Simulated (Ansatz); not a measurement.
Starting cell, BAs (zinc blende):

```
CELL_PARAMETERS angstrom
      0.00000     4.80934     4.80934
      2.40467     2.40467     4.80934
      2.40467     2.40467     0.00000
ATOMIC_POSITIONS crystal
  As 0.00000 0.75000 0.75000
  As 0.50000 0.75000 0.75000
  B  0.00000 0.00000 0.00000
  B  0.50000 0.00000 0.00000
```

A phonon eigenvector at X = (0.5, 0.5, 0.0) is frozen into this cell: atom i moves by Q times the vector below, so Q is the largest atomic displacement, in Å. The cell is held. (q is in reciprocal vectors of the primitive cell; the cell shown is doubled to hold the pattern.)

```tsv
atom	x	y	z
B3	0.000	0.000	1.000
B4	0.000	0.000	-1.000
```

Atoms not listed stay in place.

The numbers are results of PBE (plane waves to 420 eV, PAW, scalar-relativistic; Ansatz, a quantum-chemistry and plane-wave program), not measurements. k mesh 12×12×12 (Γ-centred), Fermi-Dirac smearing 0.05 eV. E stands for the smeared free energy. BAs was relaxed with its symmetry unable to fall. The zero of ΔE is the undisplaced structure.

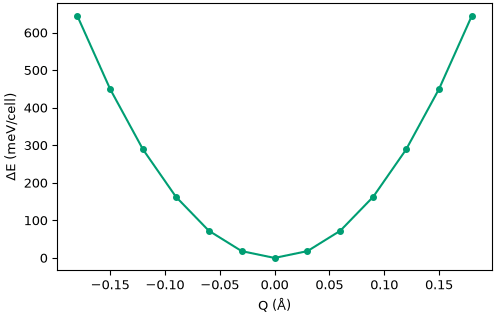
Figure: ΔE (meV/cell) against Q (Å); computed points joined by lines.

Question: What is the energy change at Q = 0.180 Å?

Answer: About 650 meV/cell.

Question: What harmonic wavenumber does the curvature at Q = 0 give?

Answer: About 710 cm⁻¹.

(A displaced cell: forces are minus the slopes of the energy, force constants its curvatures, and phonons follow from these.)
